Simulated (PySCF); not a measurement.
**C₃H₅PSe (charge +1, doublet): density, localisation and related maps**

The calculation's input:

```
{"job": {"kind": "sp", "xc": "wB97X", "basis": "ma-def2-TZVP", "d3": "d3bj", "grid": 2}, "charge": 1, "multiplicity": 2}
C      2.514562    -0.504001     0.291956
C      1.409840    -0.000732     0.269241
P     -0.152814     0.729143     0.202048
C     -1.440354    -0.513356     0.423825
Se    -0.518382     1.894600    -1.639927
H      3.497303    -0.954688     0.315721
H     -0.215558     1.659274     1.266540
H     -1.414730    -1.218161    -0.420180
H     -1.235849    -1.054521     1.360720
H     -2.419152    -0.014371     0.474156
```

Command:

```sh
OMP_NUM_THREADS=1 python redox_run.py task.json out
```

Geometry: PBE0-D3(BJ)/ma-def2-SVP.

The calculation used DFT single point, gas phase, functional wB97X (PySCF).

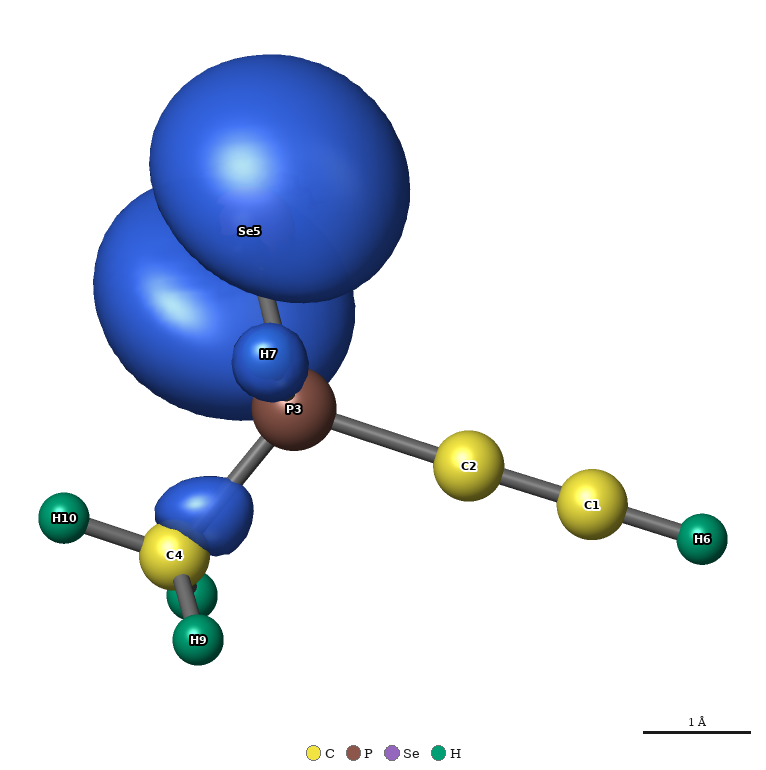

Figure 1. Isosurfaces of the spin density at +0.015 (blue) and −0.015 e/Å³ (red), seen across its widest extent.

Describe the spin distribution.

Answer. The unpaired spin (1 electron) lies mostly on Se5 (about 0.9), in electrons by Hirshfeld's partition.

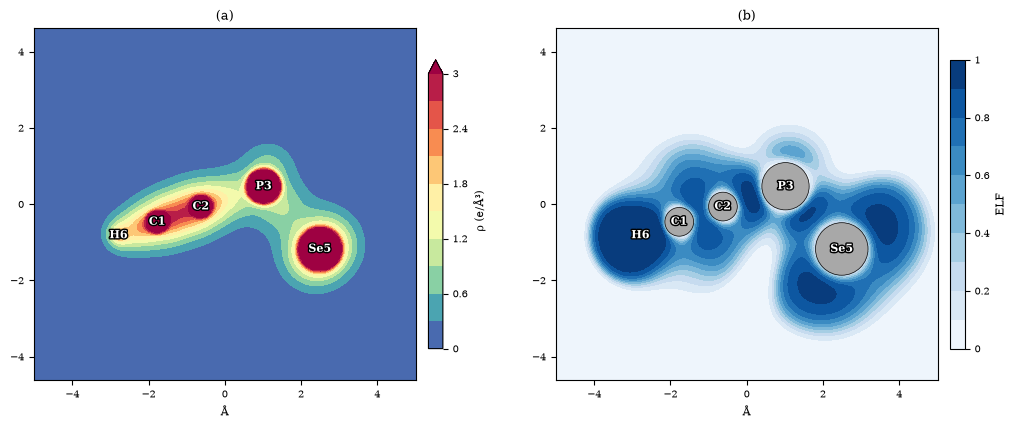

Figure 2. (a) electron density; (b) electron localisation function on the plane of atoms C2, P3 and Se5. Grey discs cover the atomic cores in the ELF map.

What does the map show?

Answer.
- Atoms in the plane: C, P, Se and H.
- C–C (1.21 Å): ρ is about 2.8 e/Å³ halfway; the ELF peaks at about 0.85 between the atoms (a multiple bond).
- C–P (1.73 Å): the density is about 1.3 e/Å³ at the midpoint; the ELF peaks at about 0.95 between the atoms, as expected for a covalent bond.
- P–Se (2.21 Å): ρ is about 0.87 e/Å³ halfway; the ELF peaks at about 0.90 between the atoms (a shared electron pair).
- C–H (1.08 Å): ρ is about 2.1 e/Å³ halfway; the ELF climbs to about 1 towards the hydrogen, as it does in any bond to H; an ordinary covalent bond to hydrogen.
- The ELF also peaks beside Se5, away from the bonds: non-bonding electrons, paired or unpaired.

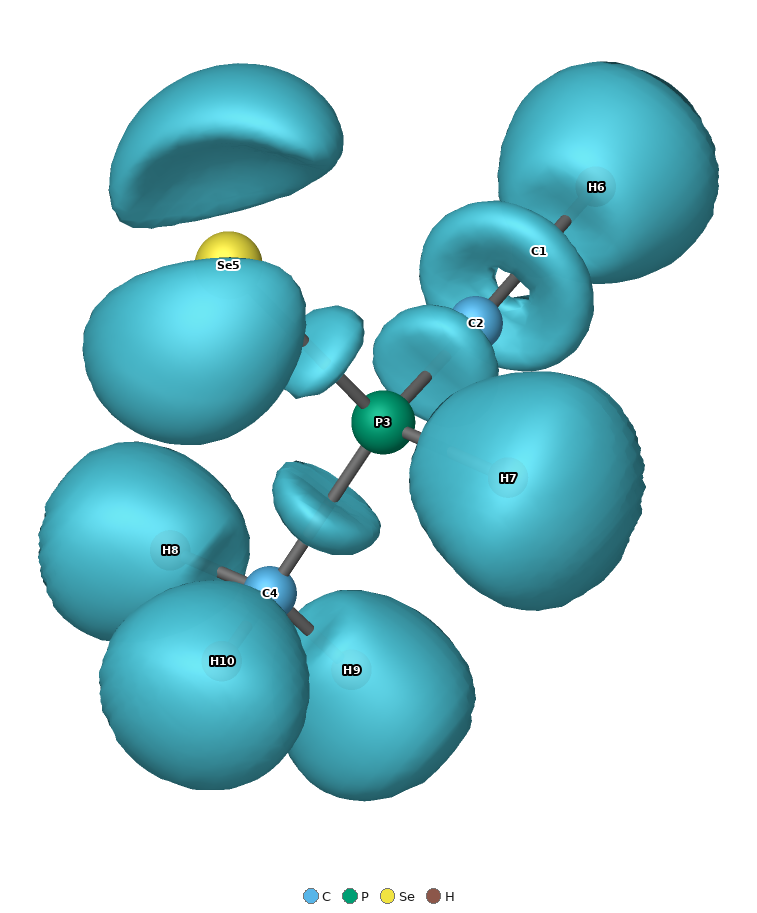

Figure 3. Isosurface of the ELF at 0.85 (cyan), seen at an oblique angle. Core shells and regions of very low density are left out.

Identify the bonds, lone pairs and shells in this picture.

Answer. The surface consists of one region between bonded C–C atoms (shared pairs), two regions between bonded C–P atoms (shared pairs), one region between bonded P–Se atoms (shared pairs), five regions around hydrogen nuclei and two lobes on Se, pointing away from the bonds (non-bonding electrons, which may merge into one lobe).
